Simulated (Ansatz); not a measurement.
**One shape, several levels: singlet GeNH4O−**

We compute a comparison of 6 runs (B3LYP/def2-SVPD, BLYP/def2-SVPD, PBE/def2-SVPD, r2SCAN/def2-SVPD, wB97X/def2-SVPD, RPA@PBE/def2-SVPD) of singlet GeNH4O−. 

The results are computed with Ansatz 0.2.0.

66 further runs of the same task are left out: 66 set aside as unsound or not needed.

## 1. The system as given

GeNH4O− has 7 atoms, charge -1, and is taken as a singlet. SMILES of the parent species: `[NH][GeH2][OH]`. Geometry: relaxed at PBE0-D4/def2-TZVP. This is one conformer, not always the lowest. That shape belongs to the parent species and isn't relaxed for this state.

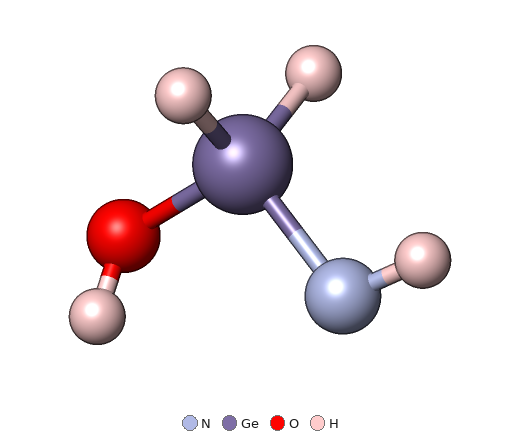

Viewed from a chosen angle; nitrogen light blue, germanium purple, oxygen red, hydrogen pink.

## 2. The energy at B3LYP/def2-SVPD (run 1)

in.yaml

```yaml
crystal:
  periodic: [false, false, false]
  atoms:
    - {symbol: "N", position_ang: [-1.180000, -0.629600, -0.704300]}
    - {symbol: Ge, position_ang: [0.091800, 0.357900, 0.227300]}
    - {symbol: O, position_ang: [1.488100, -0.708500, 0.454200]}
    - {symbol: H, position_ang: [-2.073700, -0.127300, -0.724700]}
    - {symbol: H, position_ang: [0.468500, 1.575300, -0.644200]}
    - {symbol: H, position_ang: [-0.348300, 0.758200, 1.642900]}
    - {symbol: H, position_ang: [1.614800, -1.294000, -0.296700]}
basis:
  gaussian: {orbitals: def2-SVPD}
total_charge: -1
hamiltonian: {xc: {name: B3LYP}}
accuracy: high
output: {orbitals: {seedname: orbitals}}
```

Started as:

```sh
$ ansatz run in.yaml --threads 1 --pin off --max-ram 3480MiB --events-out events.jsonl --progress --plain --runs-dir runs
```

What it wrote:

```text
Warning: RAYON_NUM_THREADS=1 ignored (pool sized by the plan → 1); use --threads N
Functional definition: B3LYP
  name "B3LYP"
  parameter a0 = 0.2
  parameter ax = 0.72
  parameter ac = 0.81
  exchange = (1 - a0 - ax)*slater_x + ax*b88_x + a0*exact_x
  correlation = (1 - ac)*vwn_rpa_c + ac*lyp_c
2285 factors; integrals over basis functions are off by at most 4.7e-9 eV
mean field evaluation 1: about -60107.0949 eV, gradient 5.2e1 eV
mean field evaluation 2: about -60036.3788 eV, gradient 1.3e2 eV
mean field evaluation 4: about -60112.1292 eV, gradient 1.0e1 eV
mean field evaluation 8: about -60112.3870 eV, gradient 2.9e-1 eV
mean field evaluation 16: about -60112.4549 eV, gradient 9.1e-5 eV
mean field -60112.45489495 eV, -2209.0919717040 hartree, gradient 6.2e-8 eV, S^2 0.000000; 0 other end points of the search recorded, 0 dependent functions left out
reference -60112.45493346 eV, -2209.0919731194 hartree; 26, 26 occupied and 87, 87 virtual orbitals, 2285 factors
Total energy: -60112.45493346 eV, -2209.0919731194 hartree
```

Wall time 11 s (1 thread of Arm Neoverse V1, shared host); peak memory 0.41 GiB.

## 3. A single-point energy at BLYP/def2-SVPD (run 2)

molecule.yaml

```yaml
crystal:
  periodic: [false, false, false]
  atoms:
    - {symbol: "N", position_ang: [-1.180000, -0.629600, -0.704300]}
    - {symbol: Ge, position_ang: [0.091800, 0.357900, 0.227300]}
    - {symbol: O, position_ang: [1.488100, -0.708500, 0.454200]}
    - {symbol: H, position_ang: [-2.073700, -0.127300, -0.724700]}
    - {symbol: H, position_ang: [0.468500, 1.575300, -0.644200]}
    - {symbol: H, position_ang: [-0.348300, 0.758200, 1.642900]}
    - {symbol: H, position_ang: [1.614800, -1.294000, -0.296700]}
basis:
  gaussian: {orbitals: def2-SVPD}
total_charge: -1
accuracy: high
output: {orbitals: {seedname: orbitals}}
hamiltonian: {xc: {name: BLYP}}
```

Started as:

```sh
$ ansatz run molecule.yaml --threads 1 --pin off --max-ram 3480MiB --events-out events.jsonl --progress --plain --runs-dir runs
```

What it wrote:

```text
Warning: RAYON_NUM_THREADS=1 ignored (pool sized by the plan → 1); use --threads N
Functional definition: BLYP
  name "BLYP"
  parameter beta = 0.0042
  parameter a = 0.04918
  parameter b = 0.132
  parameter c = 0.2533
  parameter d = 0.349
  exchange = b88_x(beta = beta)
  correlation = lyp_c(a = a, b = b, c = c, d = d)
2285 factors; integrals over basis functions are off by at most 4.7e-9 eV
mean field evaluation 1: about -60104.3262 eV, gradient 6.2e1 eV
mean field evaluation 2: about -59996.3505 eV, gradient 1.5e2 eV
mean field evaluation 4: about -60110.7787 eV, gradient 1.7e1 eV
mean field evaluation 8: about -60111.7011 eV, gradient 5.2e-1 eV
mean field evaluation 16: about -60111.7017 eV, gradient 6.6e-5 eV
mean field -60111.70167109 eV, -2209.0642912378 hartree, gradient 3.2e-8 eV, S^2 0.000000; 0 other end points of the search recorded, 0 dependent functions left out
reference -60111.70172278 eV, -2209.0642931373 hartree; 26, 26 occupied and 87, 87 virtual orbitals, 2285 factors
Total energy: -60111.70172278 eV, -2209.0642931373 hartree
```

Wall time 9.6 s (1 thread of Arm Neoverse V1, shared host); peak memory 0.31 GiB.

Runs 3 to 5 aren't shown in full; the table further down has their settings and results.

## 4. The energy at RPA@PBE/def2-SVPD (run 6)

input.yaml

```yaml
crystal:
  periodic: [false, false, false]
  atoms:
    - {symbol: "N", position_ang: [-1.180000, -0.629600, -0.704300]}
    - {symbol: Ge, position_ang: [0.091800, 0.357900, 0.227300]}
    - {symbol: O, position_ang: [1.488100, -0.708500, 0.454200]}
    - {symbol: H, position_ang: [-2.073700, -0.127300, -0.724700]}
    - {symbol: H, position_ang: [0.468500, 1.575300, -0.644200]}
    - {symbol: H, position_ang: [-0.348300, 0.758200, 1.642900]}
    - {symbol: H, position_ang: [1.614800, -1.294000, -0.296700]}
basis:
  gaussian:
    orbitals: def2-SVPD
total_charge: -1
hamiltonian:
  xc: {name: PBE}
correlation:
  method: rpa
  frozen_orbitals: {Ge: 9, H: 0, "N": 1, O: 1}
accuracy: high
```

Started as:

```sh
$ ansatz run input.yaml --threads 1 --pin off --max-ram 3480MiB --events-out events.jsonl --progress --plain --runs-dir runs
```

What it wrote (excerpt; [...] marks lines left out):

```text
Warning: RAYON_NUM_THREADS=1 ignored (pool sized by the plan → 1); use --threads N
Functional definition: PBE
  name "PBE"
[...]
2285 factors; integrals over basis functions are off by at most 4.7e-9 eV
[...]
mean field -60098.53480935 eV, -2208.5804179936 hartree, gradient 6.1e-8 eV, S^2 0.000000; 0 other end points of the search recorded, 0 dependent functions left out
11 core orbitals not correlated: weight in the atoms' cores, before any rotation towards them, 1.000 or more for the frozen orbitals, at most 0.000 for the correlated occupied ones
reference -60044.06254696 eV, -2206.5785992733 hartree; 15, 15 occupied and 87, 87 virtual orbitals, 2285 factors
Total energy: -60070.66576802 eV, -2207.5562496149 hartree
```

Run time: 23 s. Hardware: 1 thread of Arm Neoverse V1, shared host; peak memory 0.47 GiB.

## 5. The series

```csv
run,level,frozen core orbitals,energy (Eh),HOMO energy (eV),LUMO energy (eV),HOMO–LUMO gap (eV),wall time
1,B3LYP/def2-SVPD,–,-2209.091973,0.64,4.28,3.64,11 s
2,BLYP/def2-SVPD,–,-2209.064293,1.73,3.89,2.17,9.6 s
3,PBE/def2-SVPD,–,-2208.580418,1.63,3.90,2.27,9.6 s
4,r2SCAN/def2-SVPD,–,-2208.965986,1.46,4.53,3.07,17 s
5,wB97X/def2-SVPD,–,-2209.049575,-1.91,6.12,8.03,38 s
6,RPA@PBE/def2-SVPD,11,-2207.556250,–,–,–,23 s
```

## 6. Results

| quantity | value |
| --- | --- |
| run 6: total energy | -2207.55625 Eh |
| run 6: RPA correlation energy (valence) | -977.7 mEh |

**Reading.** Over runs 1, 2, 3, 4, 5 the HOMO–LUMO gap runs from 2.17 eV (BLYP/def2-SVPD) to 8.03 eV (wB97X/def2-SVPD). The empty levels of an anion lie above zero and hang on the basis. Totals of different functionals can't be ranked against each other. In runs 1, 2, 3, 4 the HOMO lies above zero, so the outermost electron may be held by the basis alone. All runs together took 1.8 min, the longest 38 s.
